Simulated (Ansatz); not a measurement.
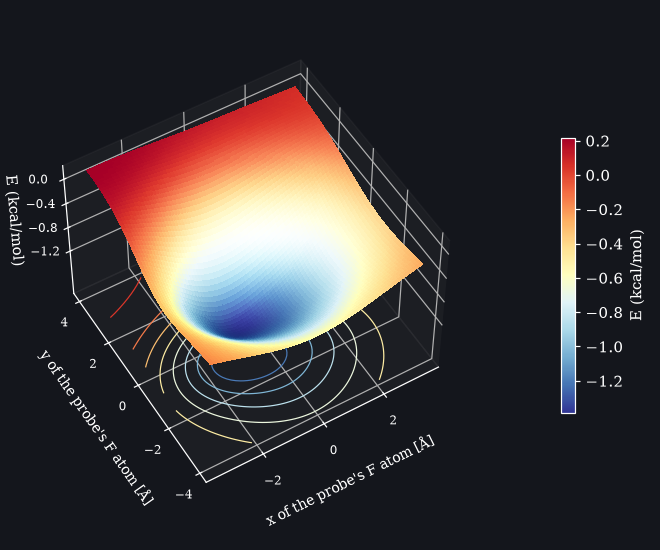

Energy landscape of C₂H₃BCl₂ (SMILES ClB1CC1Cl) with the probe HF. The probe is moved over a plane parallel to the molecule's main plane, 4.26 Å above it. The first coordinate is: x of the probe's F atom; the second: y of the probe's F atom. Nothing is relaxed (molecule and probe rigid, the probe upright with F nearest the plane). The grid has 15 × 17 points. Points are written as (first, second). Energies: kcal/mol, counted from molecule and probe far apart, each relaxed in its own basis (no counterpoise correction). The calculation used RHF/def2-SVPD in Ansatz 0.2.0.

The picture shows a relief with its contours projected below. Between grid points the surface is interpolated. 

> Where are the wells?

The lowest grid point is at (−0.96 Å, −0.96 Å), −1.38 kcal/mol from molecule and probe far apart, each relaxed in its own basis (no counterpoise correction). No other kind of well shows on this grid. The highest grid point, (−2.88 Å, 3.84 Å), lies 1.60 kcal/mol above the lowest. Near the minimum the curvatures are about 0.018 and 0.026 eV/Å² along the soft and the stiff direction.

The values on the grid:

```
y of the probe's F atom ↓, x of the probe's F atom →  −3.36  −2.88  −2.40  −1.92  −1.44  −0.96  −0.48   0.00   0.48   0.96   1.44   1.92   2.40   2.88   3.36
                                                3.84   0.22   0.22   0.21   0.20   0.19   0.17   0.15   0.14   0.13   0.12   0.11   0.10   0.09   0.08   0.07
                                                2.88   0.20   0.18   0.16   0.13   0.09   0.06   0.04   0.03   0.03   0.03   0.04   0.05   0.05   0.05   0.04
                                                1.92   0.10   0.05  −0.03  −0.11  −0.17  −0.22  −0.24  −0.24  −0.21  −0.17  −0.13  −0.10  −0.06  −0.04  −0.02
                                                0.96  −0.09  −0.22  −0.38  −0.52  −0.63  −0.69  −0.70  −0.67  −0.60  −0.51  −0.43  −0.34  −0.26  −0.18  −0.12
                                                0.00  −0.31  −0.51  −0.75  −0.97  −1.13  −1.19  −1.17  −1.10  −1.00  −0.88  −0.74  −0.59  −0.46  −0.34  −0.24
                                               −0.96  −0.41  −0.63  −0.87  −1.11  −1.29  −1.38  −1.36  −1.29  −1.19  −1.06  −0.90  −0.74  −0.58  −0.44  −0.32
                                               −1.92  −0.37  −0.53  −0.71  −0.89  −1.04  −1.13  −1.17  −1.15  −1.09  −0.99  −0.86  −0.72  −0.58  −0.45  −0.34
                                               −2.88  −0.28  −0.39  −0.51  −0.62  −0.73  −0.81  −0.86  −0.87  −0.84  −0.78  −0.69  −0.59  −0.49  −0.39  −0.30
                                               −3.84  −0.21  −0.28  −0.35  −0.42  −0.49  −0.55  −0.59  −0.60  −0.59  −0.55  −0.50  −0.43  −0.37  −0.30  −0.24
```

The table holds every second grid line.

The input of one point:

```yaml
crystal:
  periodic: [false, false, false]
  atoms:
    - { symbol: Cl, position_ang: [2.200718, 0.696631, -0.077936] }
    - { symbol: B, position_ang: [0.695581, -0.146328, 0.066985] }
    - { symbol: C, position_ang: [-0.195527, -1.335111, -0.276044] }
    - { symbol: C, position_ang: [-0.760727, -0.143976, 0.532283] }
    - { symbol: Cl, position_ang: [-1.940046, 0.928784, -0.245288] }
    - { symbol: H, position_ang: [-0.138271, -2.275108, 0.262109] }
    - { symbol: H, position_ang: [-0.531463, -1.445546, -1.302232] }
    - { symbol: H, position_ang: [-1.038612, -0.35141, 1.556466] }
    - { symbol: F, position_ang: [-0.96, -0.96, 4.26] }
    - { symbol: H, position_ang: [-0.96, -0.96, 5.159904] }
basis:
  gaussian: { orbitals: def2-SVPD }
hamiltonian:
  xc: hf
output:
  forces: true
```

Each point was launched as `ansatz run input.yaml --threads 1 --pin off --max-ram 2560MiB --backend cpu --events-out ev --progress --plain --runs-dir out`. The whole map (255 points run) took 28 min on 1 thread of Arm Neoverse V2, on a shared host.
